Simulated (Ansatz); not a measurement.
# CH7Al: geometry relaxation (part 2 of 2)

CH7Al; RKS PBE/cc-pVDZ (Ansatz 0.2.0). The input holds or restrains some coordinates. Forces given for the steps count only the free coordinates. It belongs to a series of runs on one base structure; here: pulled along the bonds that form and break, towards end A.

Geometry of the input (Å):
```
Al 0.0000  0.0000  0.0000
C  0.0000  0.0000  2.3200
H  -0.9996  -0.3092  2.6905
H  0.7676  -0.7111  2.6905
H  0.2320  1.0203  2.6905
H  1.3510  0.0000  -0.7800
H  -1.3510  0.0000  -0.7800
H  -0.2382  -1.7490  0.5865
H  -0.1900  -1.3947  1.5677
```

## Trajectory as extended XYZ (Å, eV, eV/Å), 8 frames, from step=1 to step=8
```
9
Properties=species:S:1:pos:R:3:forces:R:3 step=1 energy=-7739.26826
Al    0.0000    0.0000    0.0000   -0.1446  -0.6019   2.3778
C     0.0000    0.0000    2.3200   -0.0702   0.7750  -1.2039
H    -0.9996   -0.3092    2.6905   -0.0559   0.1871   0.2022
H     0.7676   -0.7111    2.6905    0.2199   0.2012   0.3099
H     0.2320    1.0203    2.6905    0.0128  -0.1089   0.2024
H     1.3510    0.0000   -0.7800    0.6156   0.0147  -0.0406
H    -1.3510    0.0000   -0.7800   -0.6085   0.2034  -0.0679
H    -0.2382   -1.7490    0.5865   -0.0244  -0.5134   1.6203
H    -0.1900   -1.3947    1.5677    0.0554  -0.1572  -3.4001
9
Properties=species:S:1:pos:R:3:forces:R:3 step=2 energy=-7739.99300
Al    0.0168    0.1555    0.0498   -0.3585  -0.8355   2.0095
C     0.0102    0.0836    2.2920   -0.2839  -1.4983  -1.1284
H    -0.9898   -0.2984    2.6865    0.5686   0.6156  -0.4052
H     0.7607   -0.6940    2.6857   -0.3720   0.9919  -0.4744
H     0.2363    1.0401    2.7007    0.2770   1.3287   0.9190
H     1.3559    0.0020   -0.7784    0.3777   0.1006  -0.0056
H    -1.3516    0.0041   -0.7765   -0.1138   0.2322   0.1197
H    -0.2594   -1.9079    0.6971   -0.0442  -0.2490   0.4965
H    -0.2073   -1.5288    1.4289   -0.0508  -0.6862  -1.5310
9
Properties=species:S:1:pos:R:3:forces:R:3 step=3 energy=-7740.01854
Al    0.0309    0.3067    0.1220   -0.4077  -1.4925   0.8078
C     0.0206    0.1684    2.2507   -0.5814  -3.2084  -0.6072
H    -0.9709   -0.2799    2.6686    0.8712   1.0501  -0.7420
H     0.7469   -0.6643    2.6643   -0.5288   1.5246  -0.8935
H     0.2436    1.0782    2.7240    0.3873   1.8570   1.2490
H     1.3558    0.0055   -0.7750    0.0331   0.3720   0.2693
H    -1.3441    0.0095   -0.7692    0.3024   0.4916   0.4283
H    -0.2800   -2.0611    0.7466   -0.2546  -1.7375  -2.6260
H    -0.2309   -1.7067    1.3536    0.1785   1.1431   2.1143
9
Properties=species:S:1:pos:R:3:forces:R:3 step=4 energy=-7740.32560
Al    0.0266    0.3459    0.1901   -0.0886  -1.3930  -0.1943
C     0.0233    0.2144    2.2078   -0.2825  -1.8494   0.5476
H    -0.9509   -0.2279    2.6252    0.5063   0.8388  -0.5858
H     0.7424   -0.6002    2.6110   -0.2686   1.1180  -0.7437
H     0.2497    1.1226    2.7550    0.1163   0.7329   0.4853
H     1.3451    0.0417   -0.7429   -0.0420   0.4199   0.3832
H    -1.3114    0.0539   -0.7267    0.1001   0.4703   0.3801
H    -0.3049   -2.2540    0.7509   -0.2559  -1.8141  -2.4298
H    -0.2481   -1.8401    1.3152    0.2149   1.4768   2.1574
9
Properties=species:S:1:pos:R:3:forces:R:3 step=5 energy=-7740.69306
Al    0.0066    0.1950    0.2157    0.0348  -0.3232  -0.1556
C     0.0128    0.2051    2.2082   -0.1579  -1.3057   0.5261
H    -0.9632   -0.1613    2.6464    0.2951   0.4725  -0.3395
H     0.7504   -0.5482    2.6387   -0.1935   0.6794  -0.4327
H     0.2481    1.1739    2.6570    0.0905   0.5186   0.2441
H     1.3746    0.0546   -0.6441   -0.0486   0.1006   0.1575
H    -1.3645    0.1998   -0.6398    0.0108   0.1193   0.1184
H    -0.2729   -2.4508    0.7671   -0.0911  -1.0542  -0.8083
H    -0.2202   -1.8119    1.1366    0.0600   0.7927   0.6899
9
Properties=species:S:1:pos:R:3:forces:R:3 step=6 energy=-7740.71590
Al    0.0071    0.2025    0.2199   -0.0591  -0.2915  -0.1736
C     0.0123    0.2048    2.1965   -0.1203  -0.9752   0.6500
H    -0.9656   -0.1471    2.6311    0.2298   0.3843  -0.2680
H     0.7514   -0.5413    2.6209   -0.1412   0.5461  -0.3476
H     0.2527    1.1759    2.6500    0.0588   0.3850   0.1624
H     1.3647    0.0668   -0.6242    0.1200   0.0766   0.0342
H    -1.3599    0.2218   -0.6289   -0.0562   0.1079   0.0637
H    -0.2622   -2.4802    0.7722   -0.0658  -1.1286  -0.8536
H    -0.2287   -1.8470    1.1482    0.0339   0.8953   0.7324
9
Properties=species:S:1:pos:R:3:forces:R:3 step=7 energy=-7740.72273
Al    0.0145    0.1716    0.2262   -0.0895  -0.2726  -0.0468
C    -0.0011    0.1099    2.1955    0.2104   0.8957   0.0170
H    -0.9799   -0.1392    2.6501    0.0661  -0.1154   0.0435
H     0.8330   -0.4683    2.6430   -0.1221  -0.0449   0.0513
H     0.2008    1.1869    2.4572   -0.0557  -0.2522   0.1684
H     1.4045    0.1404   -0.5776    0.0504  -0.0043  -0.0065
H    -1.3606    0.3589   -0.5833   -0.0321   0.0204  -0.0297
H    -0.2893   -2.5123    0.7368   -0.1156  -1.4554  -1.4493
H    -0.2502   -1.9915    1.2378    0.0881   1.2287   1.2520
9
Properties=species:S:1:pos:R:3:forces:R:3 step=8 energy=-7740.75489
Al    0.0129    0.1688    0.2162   -0.0043  -0.0949  -0.0984
C     0.0117    0.1520    2.1889    0.0210   0.3354   0.2364
H    -0.9522   -0.1860    2.6223   -0.0076  -0.0064  -0.0012
H     0.8298   -0.4596    2.6215    0.0235  -0.0131  -0.0026
H     0.1752    1.1895    2.5626   -0.0056   0.0001   0.0161
H     1.4020    0.0983   -0.5932    0.0158  -0.0151   0.0013
H    -1.3595    0.3407   -0.6053   -0.0197   0.0001   0.0055
H    -0.3189   -2.5113    0.7695   -0.2236  -1.4579  -1.2338
H    -0.2293   -1.9361    1.2032    0.2005   1.2518   1.0766
```

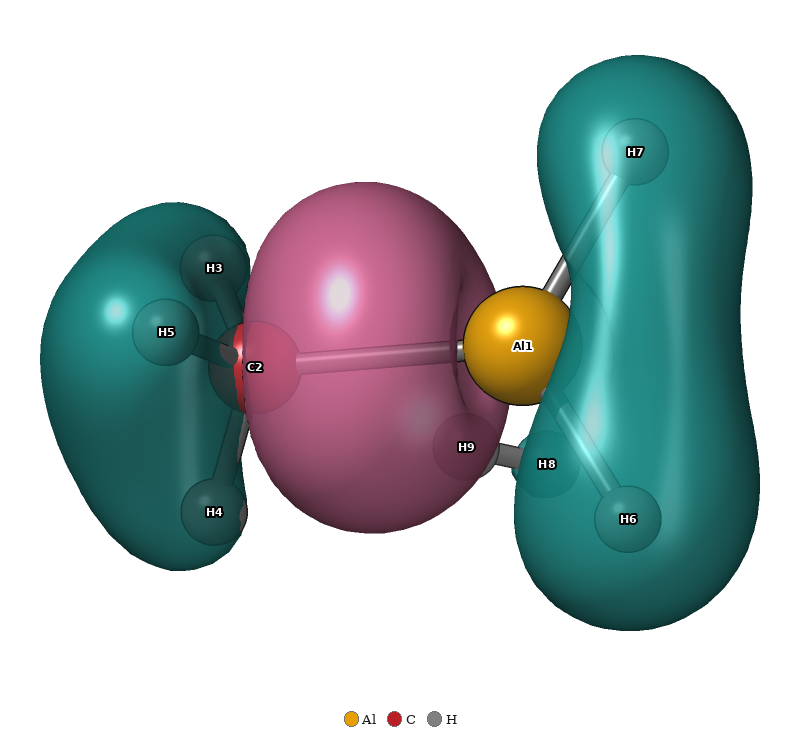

Fig. 1: One frontier orbital at ±0.1 Å⁻³ᐟ² (teal and pink are the two phases), seen from the side. The HOMO, at −6.72 eV. Its weight (Hirshfeld) is mainly on C2 (45 %), Al1 (25 %) and H6 (10 %).

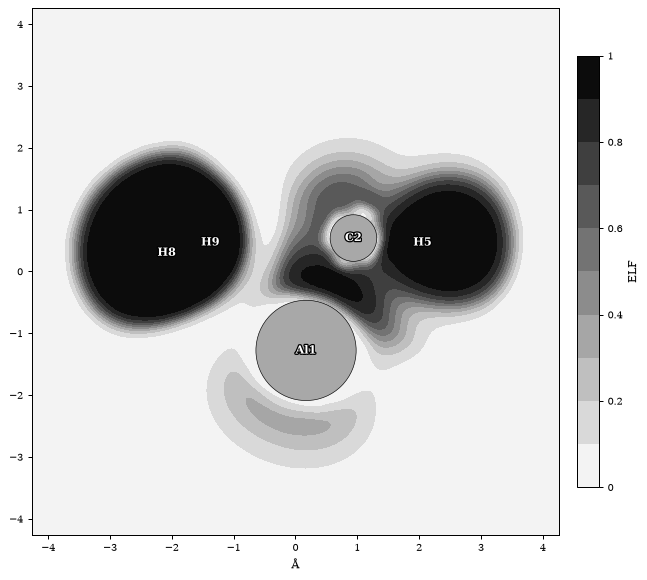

Fig. 2: Electron localisation function on the plane of atoms Al1, C2 and H5. Grey discs, where drawn, cover atomic cores. Atoms in the plane: Al, C and H. H–H (0.73 Å): the ELF is about 1 at the midpoint; a covalent bond by its length. C–H (1.11 Å): the ELF climbs to about 1 towards the hydrogen, as it does in any bond to H (a covalent bond by its length).

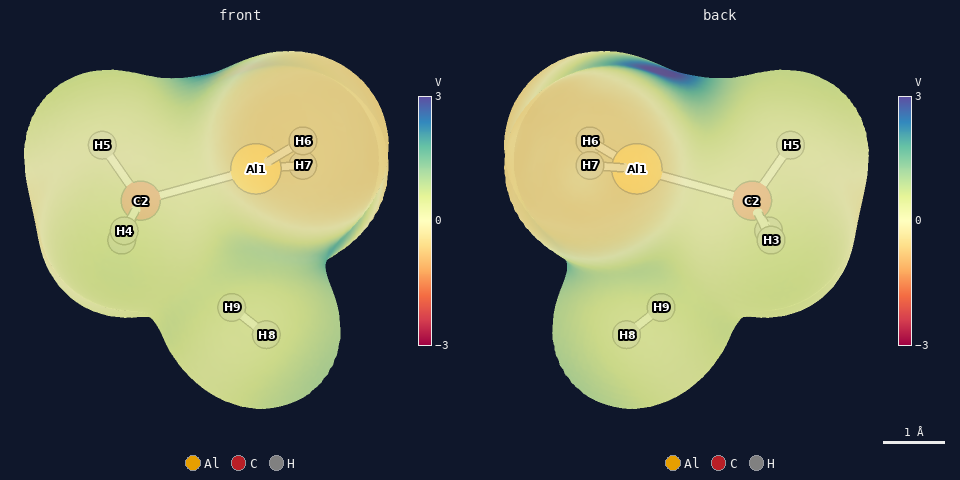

Fig. 3: The molecular electrostatic potential painted on the density surface at 0.002 e/bohr³, seen face on and from behind; red is negative and blue positive. A positive charge is drawn to the negative regions and a negative charge to the positive ones.

## Summary

| quantity | value |
| --- | --- |
| outcome | converged under the restraints of the input |
| total energy | −7740.7549 eV |
| mean-field energy | −7740.7549 eV |
| largest force (length of the vector) at the end, held atoms and coordinates included | 1.923 eV/Å |
| wall time | 14 s |
| peak memory | 0.12 GiB |
